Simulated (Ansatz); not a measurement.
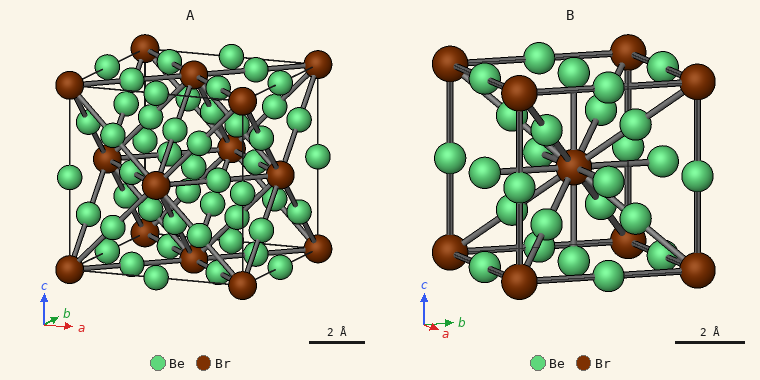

Two structures of Be7Br, each relaxed to rest (conventional cells in solid outline, small ones repeated, not to one scale). Method: Ansatz, DFT PBE, scalar-relativistic, plane waves, PAW, without spin polarisation.

**State the structure in each panel.**

A: 32 atoms a cell on a face-centred cubic lattice, Fm-3m. B: 16 atoms a cell on a body-centred cubic lattice, Im-3m.

**Which has the lower energy, and by how much?**

A is lower, by 161 meV/atom at this level of theory (energies at zero smearing). Volumes: A 10.5, B 10.7 Å³/atom.

One or both may be structure types tried for this composition rather than known phases.
